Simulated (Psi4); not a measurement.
**[HSO3]− (SMILES O=[SH](=O)[O-]): HF/def2-TZVPD (density fitting with def2-universal-jkfit, sweep point 3)**

Aim: the vertical ionisation energy of [HSO3]− at HF/def2-TZVPD (density fitting with def2-universal-jkfit, sweep point 3), from 2 runs. 

The results are computed with Psi4 1.11.

6 further runs of the same task are left out: 4 that didn't finish, 2 set aside as unsound or not needed.

### Step 1. Starting point

[HSO3]−: 5 atoms, total charge -1, spin state singlet. SMILES: `O=[SH](=O)[O-]`. The shape is that of a GFN2-xTB optimisation.

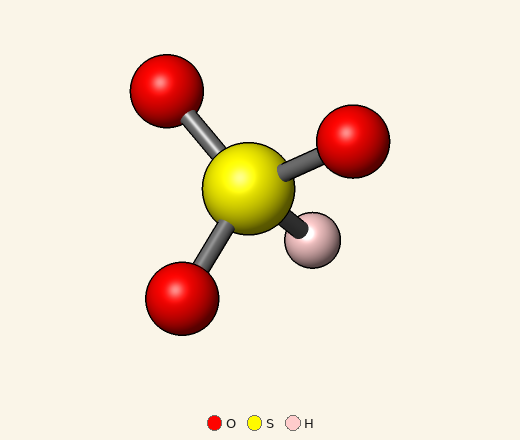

The structure, seen from a chosen angle (oxygen red, sulfur yellow, hydrogen pink).

### Step 2. The energy at HF/def2-TZVPD (density fitting with def2-universal-jkfit, sweep point 3)

input.in

```
memory 1600 mb

molecule {
  -1 1
  O     -0.58976463    -0.48679345     2.69098890
  S     -0.11393159    -0.13624925     0.00243775
  O      1.32086187    -2.15360748    -1.20186582
  O     -2.25021028     0.81014449    -1.45110179
  H      1.63302573     1.96650570    -0.04045904
  units bohr
  symmetry c1
}

set {
  reference    rhf
  puream       true
  scf_type     df
  df_basis_scf def2-universal-jkfit
}

energy_value, wavefunction = energy("hf/def2-TZVPD", return_wfn=True)
```

Run with:

```bash
psi4 -n 1 input.in input.out
```

input.out:

```text
[...]
  Running in c1 symmetry.
[...]
  Nuclear repulsion =  192.274096758542356
[...]
  Multiplicity = 1
[...]
  Nalpha       = 21
  Nbeta        = 21
[...]
    Number of basis functions: 175
[...]
   @DF-RHF iter   1:  -622.60149626867121    3.38639e-02   4.57735e-03 DIIS/ADIIS
[...]
   @DF-RHF iter   8:  -622.84292100226344   -8.43243e-08   3.66846e-07 DIIS
[...]
    Orbital Energies [Eh]
    ---------------------
    Doubly Occupied:
       1A    -91.974906     2A    -20.339529     3A    -20.339386
       4A    -20.339360     5A     -8.939793     6A     -6.625964
       7A     -6.625755     8A     -6.625752     9A     -1.270870
      10A     -1.126695    11A     -1.126294    12A     -0.637761
      13A     -0.508169    14A     -0.456305    15A     -0.456242
      16A     -0.331413    17A     -0.331344    18A     -0.289335
      19A     -0.289093    20A     -0.253864    21A     -0.240132
[...]
  @DF-RHF Final Energy:  -622.84292100226344
   => Energetics <=
    Nuclear Repulsion Energy =            192.2740967585423562
    One-Electron Energy =               -1251.9782395894708316
    Two-Electron Energy =                 436.8612218286650659
    Total Energy =                       -622.8429210022634379
[...]
 Multipole Moments:
 ------------------------------------------------------------------------------------
     Multipole            Electronic (a.u.)      Nuclear  (a.u.)        Total (a.u.)
 ------------------------------------------------------------------------------------
 L = 1.  Multiply by 2.5417464519 to convert [e a0] to [Debye]
 Dipole X            :         -0.5341519            0.9727971            0.4386451
 Dipole Y            :         -0.6394804            1.1713635            0.5318831
 Dipole Z            :          0.0118584           -0.0240666           -0.0122081
 Magnitude           :                                                    0.6895348
[...]
```

Run time: 2.4 s. Hardware: 1 thread of Intel Xeon Platinum 8488C (Sapphire Rapids), shared host; peak memory 0.29 GiB.

### Step 3. Doublet neutral HSO3

job.inp

```
memory 1600 mb

molecule geom {
  0 2
  O     -0.58976463    -0.48679345     2.69098890
  S     -0.11393159    -0.13624925     0.00243775
  O      1.32086187    -2.15360748    -1.20186582
  O     -2.25021028     0.81014449    -1.45110179
  H      1.63302573     1.96650570    -0.04045904
  units au
  symmetry c1
}

set {
  reference uhf
  puream true
  scf_type df
  df_basis_scf def2-universal-jkfit
  maxiter 150
}

energy_value, wavefunction = energy("scf/def2-TZVPD", return_wfn=True)
```

Run with:

```bash
psi4 -n 1 job.inp job.out
```

job.out:

```text
[...]
  Running in c1 symmetry.
[...]
  Nuclear repulsion =  192.274096758542356
[...]
  Multiplicity = 2
[...]
  Nalpha       = 21
  Nbeta        = 20
[...]
    Number of basis functions: 175
[...]
   @DF-UHF iter   1:  -622.38359492654627    2.51765e-01   4.35105e-03 DIIS/ADIIS
[...]
   @DF-UHF iter  13:  -622.63451231689317    5.50485e-07   5.15927e-07 DIIS
[...]
   @S^2 Observed:                8.130830226E-01
[...]
    Orbital Energies [Eh]
    ---------------------
    Alpha Occupied:
       1A    -92.243533     2A    -20.637980     3A    -20.637555
       4A    -20.637506     5A     -9.213349     6A     -6.899457
       7A     -6.898020     8A     -6.898011     9A     -1.559962
      10A     -1.421804    11A     -1.421232    12A     -0.946934
      13A     -0.800177    14A     -0.736026    15A     -0.735887
      16A     -0.621808    17A     -0.621630    18A     -0.589573
      19A     -0.580574    20A     -0.580266    21A     -0.524271
    Alpha Virtual:
      22A      0.029965    23A      0.060992    24A      0.060997
      25A      0.068402    26A      0.120676    27A      0.131951
[...]
  @DF-UHF Final Energy:  -622.63451231689317
   => Energetics <=
    Nuclear Repulsion Energy =            192.2740967585423562
    One-Electron Energy =               -1240.5629121041752114
    Two-Electron Energy =                 425.6543030287397187
    Total Energy =                       -622.6345123168931650
  UHF NO Occupations:
  HONO-2 :   19  A 1.9900047
  HONO-1 :   20  A 1.9891620
[...]
 Multipole Moments:
 ------------------------------------------------------------------------------------
     Multipole            Electronic (a.u.)      Nuclear  (a.u.)        Total (a.u.)
 ------------------------------------------------------------------------------------
 L = 1.  Multiply by 2.5417464519 to convert [e a0] to [Debye]
 Dipole X            :         -0.2509133            0.9727971            0.7218838
 Dipole Y            :         -0.2973564            1.1713635            0.8740072
 Dipole Z            :          0.0046075           -0.0240666           -0.0194591
 Magnitude           :                                                    1.1337475
[...]
```

Wall time 3.3 s (1 thread of Intel Xeon Platinum 8488C (Sapphire Rapids), shared host); peak memory 0.29 GiB.

### Step 4. Results

Level: HF/def2-TZVPD (density fitting with def2-universal-jkfit, sweep point 3).

| quantity | value |
| --- | --- |
| singlet [HSO3]−: total energy | -622.84292 Eh |
| singlet [HSO3]−: HOMO energy | -6.53 eV |
| singlet [HSO3]−: LUMO energy | 4.75 eV |
| singlet [HSO3]−: HOMO–LUMO gap (to an unbound level, set by the basis) | 11.29 eV |
| doublet neutral HSO3: total energy | -622.63451 Eh |
| doublet neutral HSO3: dipole moment | 2.88 D |
| doublet neutral HSO3: HOMO energy (highest over α and β) | -13.16 eV |
| doublet neutral HSO3: LUMO energy (lowest over α and β) | -4.47 eV |
| doublet neutral HSO3: ⟨S²⟩ | 0.813 |
| vertical detachment energy (to the doublet neutral) | 5.671 eV |

In words: The vertical ionisation energy comes to 5.67 eV (131 kcal/mol). −ε(HOMO) before ionisation, 6.53 eV, is 0.86 eV above this ionisation energy.
